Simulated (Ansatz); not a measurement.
**Screening in Bi2S2O (P4/nmm)**

How strongly does Bi2S2O (P4/nmm) screen? Routes: perturbation theory, a sum over states and the RPA step of G0W0.

Main program and level: Ansatz 0.2.0; linear response on r2SCAN, plane waves, PAW.

### Step 1. Starting point

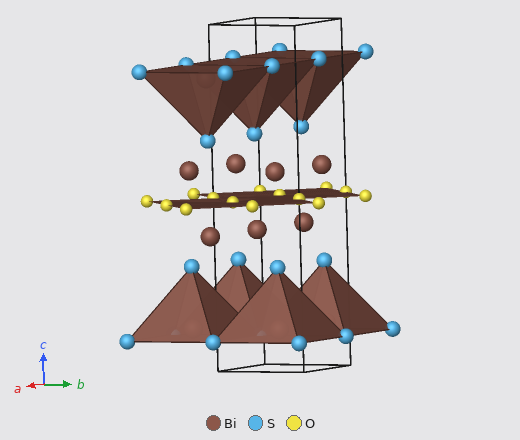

The starting structure, seen slightly off an axis (bismuth brown, sulfur blue, oxygen yellow). 2×1×1 cells are drawn. Some periodic images of atoms are drawn too.

The cell and positions are those that the Materials Project relaxed with its own functionals (PBE, PBE+U or r2SCAN), kept fixed. Spin-orbit coupling is left out unless a step names it. The default PAW set here is soft_2. Its files were made with PBE.

### Step 2. Response to a homogeneous field

The response to a uniform field gives ε∞, a yardstick for the screening that GW builds on its mesh.

This step: dielectric response by perturbation theory, r2SCAN, plane waves, PAW.

The input, input.yaml:

```yaml
crystal:
  lattice:
    - [3.95410139, 0.0, 0.0]
    - [0.0, 3.95410139, 0.0]
    - [0.0, 0.0, 14.05057958]
  atoms:
    - { symbol: Bi, position: [0.0, 0.5, 0.86649583] }
    - { symbol: Bi, position: [0.5, 0.0, 0.13350417] }
    - { symbol: Bi, position: [0.5, 0.0, 0.58909314] }
    - { symbol: Bi, position: [0.0, 0.5, 0.41090686] }
    - { symbol: S, position: [0.5, 0.0, 0.89431341] }
    - { symbol: S, position: [0.0, 0.5, 0.10568659] }
    - { symbol: S, position: [0.0, 0.5, 0.68748752] }
    - { symbol: S, position: [0.5, 0.0, 0.31251248] }
    - { symbol: O, position: [0.0, 0.0, 0.5] }
    - { symbol: O, position: [0.5, 0.5, 0.5] }
kpoints:
  mp_grid: { grid: [6, 6, 2] }
hamiltonian:
  xc: r2scan
scf:
  occupations: { method: fixed }
dielectric: {}
```

Command:

```bash
$ ansatz run input.yaml --threads 3 --pin off --max-ram 92160MiB --backend cuda --events-out ev --progress --plain --runs-dir out --devices 1 --max-vram 13GiB
```

Numbers of over 12 decimals in the logs are rounded to 6 here.

Log:

```text
GPUs: using 1 of 1 available (devices: 1).
Engine: ansatz 0.2.0, x86_64-unknown-linux-gnu
Pseudopotentials: kind: paw
Pseudopotential: Bi, paw, valence charge 15, recommended cutoff 500 eV (meta_gga), Bi.paw.azcp
Pseudopotential: S, paw, valence charge 6, recommended cutoff 500 eV (meta_gga), S.paw.azcp
Pseudopotential: O, paw, valence charge 6, recommended cutoff 500 eV (meta_gga), O.paw.azcp
Functional definition: r2SCAN
  parameter k0 = 0.174
  parameter k1 = 0.065
  parameter a1 = 4.9479
  exchange = r2scan_x(k0 = k0, k1 = k1, a1 = a1)
  correlation = r2scan_c
device memory: the entry about to start is reckoned to put 3.8 GiB on a device that reports 42.2 GiB free (of which the cap on the GPU budget leaves the run 13.0 GiB)
GPU FFT provider: cuFFT
GPU libraries: cuBLAS 13.8.2, cuFFT 12.4.0, cuSOLVER 12.3.4
Crystal: 10 atoms, lattice volume = 219.680 Å³
Basis set: ecut = 500 eV, 5587 PW (Γ), exchange–correlation on 120×120×432 points (64 copies of the dense FFT grid, shifted against one another)
Bands: 58, of which v1, the nominal top of the filled ones, is band 48 counted from 1 (47 counted from 0)
Symmetry: 16 space group operations
k-points: 32 of 72 (irreducible under 2 space group operations, time reversal used)
Non-local potential: Bi, projectors of the file, l = 0: 2, l = 1: 2, l = 2: 2, l = 3: 2
Non-local potential: S, projectors of the file, l = 0: 2, l = 1: 2, l = 2: 2
Non-local potential: O, projectors of the file, l = 0: 2, l = 1: 2, l = 2: 1
PAW form: soft (Blöchl's): semilocal exchange-correlation on the pseudo side does not see the compensation charge
PAW frozen core: Bi, regenerated for the run's functional (the file was generated under x = pbe(κ = 0.804, μ = 0.219515), c = pbe(β = 0.066725))
PAW frozen core: S, regenerated for the run's functional (the file was generated under x = pbe(κ = 0.804, μ = 0.219515), c = pbe(β = 0.066725))
PAW frozen core: O, regenerated for the run's functional (the file was generated under x = pbe(κ = 0.804, μ = 0.219515), c = pbe(β = 0.066725))
PAW one-centre angular grid: Bi, 590 points (default); XC on 160 Gauss nodes
PAW one-centre angular grid: S, 302 points (default); XC on 160 Gauss nodes
PAW one-centre angular grid: O, 302 points (default); XC on 160 Gauss nodes
Initial density: superposition of atomic densities (neutral atoms: chi_scale 0, normalization atom), corrected by the library's trained network
Initial wavefunctions: pseudopotential atomic-orbital guess
GPU buffer pool allocated for 97200 grid points (all kernels)
GPU transforms: local potential and band sums: pruned to the plane-wave sphere, on 30×30×108
Functional: x = r2scan, c = r2scan; τ floored in thin density (d = 2e-4 eV/Å³)
SCF iter   1: F=—  HF=-54406.787327 eV  |F-HF|=—  |Δ(HF+E_count)|=         —  Δρ=6.07e-3  dr2=9.00e-2  dr2_τ=1.32e-1  ethr=1.77e-3  ⟨swp⟩=4.9  Hψ=6267  notcnv=0  defer=233
preconditioner: auto → Resta (q_TF=auto, 2.377 Å⁻¹)  ε∞=3.0  [insulator: Δε(μ)=1.176 eV  Ē_g=17.319 eV  n_scr=50 (ndim 8)  ℏωp=24.5 eV  f_vac=0.003  ε∞_Penn≈3.0]
SCF iter   2: F=—  HF=-54406.880314 eV  |F-HF|=—  |Δ(HF+E_count)|=   9.30e-2  Δρ=3.55e-3  dr2=1.81e-2  dr2_τ=2.31e-3  ethr=9.37e-5  ⟨swp⟩=2.2  Hψ=3122  notcnv=0  defer=256
SCF iter   3: F=—  HF=-54406.880594 eV  |F-HF|=—  |Δ(HF+E_count)|=   2.81e-4  Δρ=1.71e-3  dr2=4.75e-3  dr2_τ=2.08e-4  ethr=1.88e-5  ⟨swp⟩=2.0  Hψ=2043  notcnv=0  defer=256
SCF iter   4: F=—  HF=-54406.881078 eV  |F-HF|=—  |Δ(HF+E_count)|=   4.83e-4  Δρ=3.68e-4  dr2=1.02e-3  dr2_τ=3.90e-5  ethr=4.95e-6  ⟨swp⟩=2.2  Hψ=2614  notcnv=0  defer=256
SCF iter   5: F=—  HF=-54406.881004 eV  |F-HF|=—  |Δ(HF+E_count)|=   7.36e-5  Δρ=1.89e-4  dr2=1.16e-4  dr2_τ=6.36e-6  ethr=1.07e-6  ⟨swp⟩=2.0  Hψ=2339  notcnv=0  defer=239
SCF iter   6: F=—  HF=-54406.881006 eV  |F-HF|=—  |Δ(HF+E_count)|=   1.55e-6  Δρ=4.48e-5  dr2=4.04e-6  dr2_τ=4.30e-7  ethr=1.21e-7  ⟨swp⟩=2.0  Hψ=2310  notcnv=0  defer=166
SCF iter   7: F=—  HF=-54406.881221 eV  |F-HF|=—  |Δ(HF+E_count)|=   2.16e-4  Δρ=1.65e-5  dr2=7.05e-7  dr2_τ=3.21e-8  ethr=4.20e-9  ⟨swp⟩=2.0  Hψ=2634  notcnv=0  defer=110
SCF iter   8: F=—  HF=-54406.881222 eV  |F-HF|=—  |Δ(HF+E_count)|=   2.92e-7  Δρ=2.71e-6  dr2=2.88e-8  dr2_τ=8.51e-10  ethr=7.34e-10  ⟨swp⟩=2.0  Hψ=2527  notcnv=0  defer=110
SCF iter   9: F=—  HF=-54406.881222 eV  |F-HF|=—  |Δ(HF+E_count)|=   1.93e-9  Δρ=5.92e-7  dr2=1.19e-9  dr2_τ=6.86e-11  ethr=3.00e-11  ⟨swp⟩=2.0  Hψ=2580  notcnv=0  defer=110
SCF iter  10: F=—  HF=-54406.881222 eV  |F-HF|=—  |Δ(HF+E_count)|=  5.68e-10  Δρ=2.53e-7  dr2=1.80e-10  dr2_τ=1.56e-11  ethr=1.24e-12  ⟨swp⟩=2.2  Hψ=3129  notcnv=0  defer=110
SCF iter  11: F=-54406.881222 eV  HF=-54406.881222 eV  |F-HF|=1.46e-11  |Δ(HF+E_count)|=  7.28e-12  Δρ=5.71e-8  dr2=1.22e-11  dr2_τ=6.82e-13  ethr=1.00e-12  ⟨swp⟩=9.8  Hψ=6929  notcnv=0
SCF 1 converged in 11 iterations: F = -54406.881222 eV  dr2 = 1.22e-11
  greatest PAW one-centre occupation: 0.990 electrons in one spin orbital (limit 2), on the Bi atom at site 3 (counted from 0), in its partial waves of l = 2
the response reads at least the filled bands of the reference SCF and the lowest empty band at each k-point, and that SCF's band table does not vouch for those bands. The notice of the band table in this run's record says why
device memory: the entry about to start is reckoned to put 0.1 GiB (of the 0.3 GiB reckoned in all, the device holds 0.2 GiB already) on a device that reports 42.0 GiB free (of which the cap on the GPU budget leaves the run 12.8 GiB)
device memory: the entry about to start is reckoned to put 8.3 GiB (of the 8.5 GiB reckoned in all, the device holds 0.2 GiB already) on a device that reports 41.9 GiB free (of which the cap on the GPU budget leaves the run 12.8 GiB)
DFPT response loops at Γ: preconditioner auto → Resta (q_TF=auto, 2.377 Å⁻¹)  ε∞=7.1 (no band partly filled); β = 1.00, the filter's whole step (`scf.mixing.beta` (0.50) is not read by the response loops at its default; to damp them type it under 1.00, their step now; it binds the ground state too); Broyden in place of MSR1
── the response to a field inside a basis, on 8×8×2 k-points: an SCF that follows is theirs, and a resumed run solves both again ──
device memory: the entry about to start is reckoned to put 1.2 GiB on a device that reports 51.0 GiB free (of which the cap on the GPU budget leaves the run 12.8 GiB)
GPU FFT provider: cuFFT
GPU libraries: cuBLAS 13.8.2, cuFFT 12.4.0, cuSOLVER 12.3.4
Bands: 49, of which v1, the nominal top of the filled ones, is band 48 counted from 1 (47 counted from 0)
k-points: 10
Initial density: handed on by an earlier stage of this run
Initial wavefunctions: pseudopotential atomic-orbital guess (no wavefunctions were taken with the density)
GPU buffer pool allocated for 97200 grid points (all kernels)
GPU transforms: band sums: pruned to the plane-wave sphere, on 30×30×108
Eigensolver: Dense (10 Hₖ)
SCF iter   1: F=—  HF=-54405.892623 eV  |F-HF|=—  |Δ(HF+E_count)|=         —  Δρ=8.18e-4  dr2=5.85e-4  dr2_τ=2.00e-4  ethr=1.00e-1
preconditioner: auto → Resta (q_TF=auto, 2.377 Å⁻¹)  ε∞=3.4  [insulator: Δε(μ)=1.639 eV  Ē_g=15.740 eV  n_scr=50 (ndim 8)  ℏωp=24.5 eV  f_vac=0.003  ε∞_Penn≈3.4]
SCF iter   2: F=—  HF=-54405.892926 eV  |F-HF|=—  |Δ(HF+E_count)|=   3.03e-4  Δρ=3.95e-4  dr2=1.59e-4  dr2_τ=2.38e-5  ethr=6.10e-7
SCF iter   3: F=—  HF=-54405.893064 eV  |F-HF|=—  |Δ(HF+E_count)|=   1.38e-4  Δρ=2.02e-4  dr2=7.15e-5  dr2_τ=9.88e-6  ethr=1.65e-7
SCF iter   4: F=—  HF=-54405.893074 eV  |F-HF|=—  |Δ(HF+E_count)|=   9.67e-6  Δρ=4.45e-5  dr2=6.58e-6  dr2_τ=2.29e-7  ethr=7.44e-8
SCF iter   5: F=—  HF=-54405.893075 eV  |F-HF|=—  |Δ(HF+E_count)|=   9.70e-7  Δρ=1.41e-5  dr2=2.30e-6  dr2_τ=7.12e-8  ethr=6.86e-9
SCF iter   6: F=-54405.893074 eV  HF=-54405.893074 eV  |F-HF|=4.28e-8  |Δ(HF+E_count)|=   2.12e-7  Δρ=5.27e-6  dr2=4.49e-8  dr2_τ=4.24e-9  ethr=2.39e-9
SCF 1 converged in 6 iterations: F = -54405.893074 eV  dr2 = 4.49e-8
device memory: the entry about to start is reckoned to put 0.1 GiB (of the 0.1 GiB reckoned in all, the device holds 0.1 GiB already) on a device that reports 47.9 GiB free (of which the cap on the GPU budget leaves the run 12.8 GiB)
device memory: the entry about to start is reckoned to put 5.8 GiB on a device that reports 48.0 GiB free (of which the cap on the GPU budget leaves the run 12.8 GiB)
DFPT response loops at Γ: preconditioner auto → Resta (q_TF=auto, 2.377 Å⁻¹)  ε∞=6.1 (no band partly filled); β = 1.00, the filter's whole step (`scf.mixing.beta` (0.50) is not read by the response loops at its default; to damp them type it under 1.00, their step now; it binds the ground state too); Broyden in place of MSR1
SCF converged after 11 iterations
Free energy (F): -54406.881222 eV
Harris-Foulkes:  -54406.881222 eV  (|F-HF|=1.46e-11)
Internal energy: -54406.881222 eV  (E = F + TS)
E sigma→0 (E₀):  -54406.881222 eV
Fermi energy:    8.424433 eV
--- Per-component energies (eV) ---
  E_band       = -483.848973
  E_kinetic    = 1976.733745
  E_local      = -8857.417999  (includes V_loc(G=0)·N_el)
  E_nonlocal   = 2467.594735
  E_hartree    = 3174.988378
  E_xc         = -1080.382694
  E_vxc        = -1217.452099  (∫ρ·V_xc dr)
  E_paw        = -45511.217136  (= ΣΔE_a)
  E_vpaw       = -1276.742738  (= ΣTr[D̂ρ^β])
  E_aug_tail   = 0.000781  (compensation charges beyond the density's cutoff)
  E_vtau       = 73.457692  (kinetic-family band-sum trace: ∫τ·v_τ [+ j·A + Jᵃ·Aᵃ] dr)
  E_ewald      = -6580.180271
  E_core_change = 2.999240  (= ΣΔE_core)
  E_smearing   = -0.000000  (= −TS)
  E_closure    = 0.000000  (closes the sum)
  Σ components = -54406.881222   (vs F -54406.881222, Δ=0.00e0)
--- Band table (eV; the first three rows and the last of 32) ---
  k-point 0: bands = [... 44 lower, 7.2772, 7.3778, 7.5252, 7.5252, 10.1767, 10.9638, 12.5717, 12.8006, ... 6 higher]
  k-point 1: bands = [... 44 lower, 7.1998, 7.3525, 7.5425, 7.5425, 10.2684, 11.0781, 12.5499, 12.8977, ... 6 higher]
  k-point 2: bands = [... 44 lower, 7.2865, 7.4109, 7.5804, 7.6057, 11.0492, 11.4175, 12.0190, 12.1969, ... 6 higher]
  k-point 31: bands = [... 44 lower, 6.7680, 6.7680, 7.2155, 7.2155, 11.8174, 11.8174, 12.4853, 12.4853, ... 6 higher]
--- Dielectric response (ions clamped): 3 representative field directions + reference, inside a basis on a mesh of 128 k-points (Σ response iterations 18) ---
  ε∞ (high-frequency dielectric tensor):
       15.440419     0.000000     0.000000
        0.000000    15.440419     0.000000
        0.000000     0.000000     8.471672
  Born effective charges Z* (e; rows j = field, columns β = displacement):
    site 0:
         6.57806   -0.00000   -0.00000
        -0.00000    6.57806   -0.00000
        -0.00000    0.00000    4.26240
    site 1:
         6.57806   -0.00000    0.00000
        -0.00000    6.57806    0.00000
         0.00000    0.00000    4.26240
    site 2:
         5.75755   -0.00000   -0.00000
        -0.00000    5.75755    0.00000
         0.00000    0.00000    4.75733
    site 3:
         5.75755   -0.00000    0.00000
        -0.00000    5.75755    0.00000
        -0.00000   -0.00000    4.75733
    site 4:
        -6.60982    0.00000    0.00000
         0.00000   -6.60982    0.00000
        -0.00000    0.00000   -1.73710
    site 5:
        -6.60982    0.00000    0.00000
         0.00000   -6.60982    0.00000
        -0.00000    0.00000   -1.73710
    site 6:
        -2.09198   -0.00000    0.00000
        -0.00000   -2.09198    0.00000
         0.00000    0.00000   -3.73112
    site 7:
        -2.09198   -0.00000   -0.00000
        -0.00000   -2.09198    0.00000
        -0.00000    0.00000   -3.73112
    site 8:
        -3.63381   -0.00000    0.00000
        -0.00000   -3.63381    0.00000
        -0.00000    0.00000   -3.55151
    site 9:
        -3.63381   -0.00000   -0.00000
        -0.00000   -3.63381    0.00000
         0.00000    0.00000   -3.55151
  Z* charge neutrality: 1.565e-1 e pre-enforcement
  solved inside a basis spanned on kpoints, on 8×8×2 k-points transformed towards the longest dipole: ε∞ is read to err by 1.4e-1, Z* by 9.2e-2 e (field_mesh: kpoints solves on kpoints); Z* is corrected for what the basis lacks
```

Elapsed: 77 s, on 1 × NVIDIA H100 80GB HBM3 (shared by 6 runs) with 3 threads of AMD EPYC 7R13 (Zen 3), shared host; peak memory 3.7 GiB; 2.1 min of CPU time.

Reading the cycles: dr2 is the Hartree energy of the density residual (eV), the measure of convergence; HF is the Harris–Foulkes estimate of the energy, which meets the free energy F at convergence.

This step gave:

* stated error of ε∞: 0.14

One over ε∞ averages 0.08, well under the quarter of exact exchange in PBE0, which by this rule of thumb may open the gap too far.

High-frequency dielectric tensor:

```
15.44  0.00  0.00
 0.00 15.44  0.00
 0.00  0.00  8.47
```

Born effective charge (e), principal values of the symmetric part by kind of site:

| atom | atoms with these values | low | middle | high | mean |
| --- | --- | --- | --- | --- | --- |
| Bi1 | 2 | 4.26 | 6.58 | 6.58 | 5.81 |
| Bi3 | 2 | 4.76 | 5.76 | 5.76 | 5.42 |
| S5 | 2 | -6.61 | -6.61 | -1.74 | -4.99 |
| S7 | 2 | -3.73 | -2.09 | -2.09 | -2.64 |
| O9 | 2 | -3.63 | -3.63 | -3.55 | -3.61 |

In full for S5:

```
-6.61  0.00  0.00
 0.00 -6.61  0.00
 0.00  0.00 -1.74
```

### Step 3. Independent-particle spectrum

The independent-particle spectrum shows where the oscillator strength lies, before excitons and local fields.

This step: independent-particle optics on r2SCAN, plane waves, PAW.

Changes to input.yaml since step 2:

```diff
@@ -22,2 +22,4 @@
   occupations: { method: fixed }
-dielectric: {}
+  n_extra_bands: 150
+output:
+  optics: { e_range: [0, 25], de: 0.1, sigma: 0.2 }
```

Log:

```text
[...]
GPUs: using 1 of 1 available (devices: 1).
[...]
GPU FFT provider: cuFFT
GPU libraries: cuBLAS 13.8.2, cuFFT 12.4.0, cuSOLVER 12.3.4
Crystal: 10 atoms, lattice volume = 219.680 Å³
Basis set: ecut = 500 eV, 5587 PW (Γ), exchange–correlation on 120×120×432 points (64 copies of the dense FFT grid, shifted against one another)
Bands: 198, of which v1, the nominal top of the filled ones, is band 48 counted from 1 (47 counted from 0)
Symmetry: 16 space group operations
[...]
k-points: 20 of 72
[...]
GPU buffer pool allocated for 97200 grid points (all kernels)
[...]
SCF iter   1: F=—  HF=-54406.790891 eV  |F-HF|=—  |Δ(HF+E_count)|=         —  Δρ=6.20e-3  dr2=9.23e-2  dr2_τ=1.33e-1  ethr=1.77e-3  ⟨swp⟩=4.3  Hψ=13828  notcnv=0  defer=2942
[...]
SCF iter  12: F=-54406.881222 eV  HF=-54406.881222 eV  |F-HF|=0.00e0  |Δ(HF+E_count)|=  2.91e-11  Δρ=2.95e-8  dr2=8.01e-12  dr2_τ=1.30e-13  ethr=1.00e-12  ⟨swp⟩=17.1  Hψ=44599  notcnv=0
SCF 1 converged in 12 iterations: F = -54406.881222 eV  dr2 = 8.01e-12
[...]
Optics k sum: 0 of 20 k-points
Optics k sum: 1 of 20 k-points
[...]
Optics k sum: 20 of 20 k-points
[...]
SCF converged after 12 iterations
Free energy (F): -54406.881222 eV
[...]
Internal energy: -54406.881222 eV  (E = F + TS)
E sigma→0 (E₀):  -54406.881222 eV
Fermi energy:    8.424434 eV
[...]
--- Band table (eV; the first three rows and the last of 20) ---
  k-point 0: bands = [... 44 lower, 7.2772, 7.3778, 7.5252, 7.5252, 10.1767, 10.9638, 12.5717, 12.8006, ... 146 higher]
  k-point 1: bands = [... 44 lower, 7.1998, 7.3525, 7.5425, 7.5425, 10.2684, 11.0781, 12.5499, 12.8977, ... 146 higher]
  k-point 2: bands = [... 44 lower, 7.2865, 7.4109, 7.5804, 7.6057, 11.0492, 11.4175, 12.0190, 12.1969, ... 146 higher]
  k-point 19: bands = [... 44 lower, 6.7680, 6.7680, 7.2155, 7.2155, 11.8174, 11.8174, 12.4853, 12.4853, ... 146 higher]
```

Wall time 85 s (1 × NVIDIA H100 80GB HBM3 (shared by 6 runs) with 3 threads); peak memory 3.4 GiB; 2.2 min of CPU time.

This step gave:

```
ε∞ without local fields (xx, yy, zz)                                   : 15.59, 15.59, 9.221
electrons in the f-sum (xx, yy, zz)                                    : 96.07, 96.07, 96.28
bands in the explicit sum (the static value is completed to all bands) : 198
```

The sum gives ε∞ = 15.59 and 9.22 without local fields.

The ε₂ has structure finer than the step of the table below, so its rows give means over 2 eV, whole bins alone (the curve runs from 0 to 25 eV). Peaks (eV: height): xx=yy 2.3: 21.4, 5.0: 11.8; zz 5.1: 17.7.

Independent particles, no local fields, Gaussian width 0.2 eV. The ε₂ by photon energy; means over each step:

| photon energy (eV) | xx=yy | zz |
| --- | --- | --- |
| 2 | 12.8 | 2.27 |
| 4 | 11.2 | 10.4 |
| 6 | 7.20 | 9.02 |
| 8 | 3.50 | 4.03 |
| 10 | 2.64 | 3.13 |
| 12 | 1.61 | 1.81 |
| 14 | 1.25 | 1.28 |
| 16 | 1.04 | 0.918 |
| 18 | 0.521 | 0.494 |
| 20 | 0.300 | 0.311 |
| 22 | 0.196 | 0.220 |
| 24 | 0.147 | 0.184 |

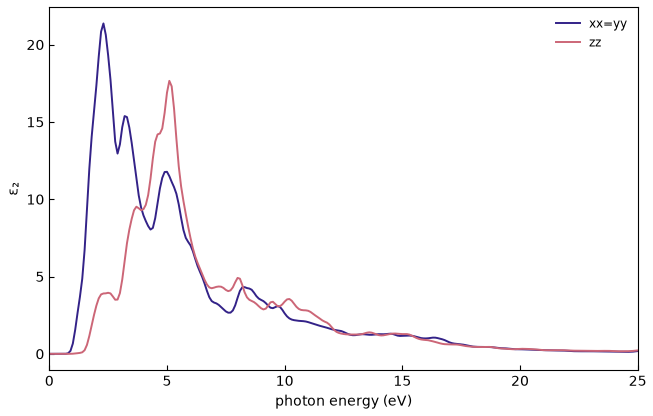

ε₂, plotted against photon energy.

(Part 1 of 2 ends here.)

[Paths, hosts, dates, memory and timing lines, banners, echoed tables and standing remarks are left out of the program output.]

[Logs are printed without paths, hosts, clocks, repeated set-up lines and the standing remarks that a program may print on its own settings, such as how far it seeks lower states.]

[Runs of the session that timed out or met a known fault of the program may be left out.]

[Cells called generated may have been cut or substituted from an entry of the Crystallography Open Database or the Materials Project.]

[Hosts, paths, dates, database ids (printed as entryN), source tags and the programs' standing remarks are cut or masked in the printed files.]
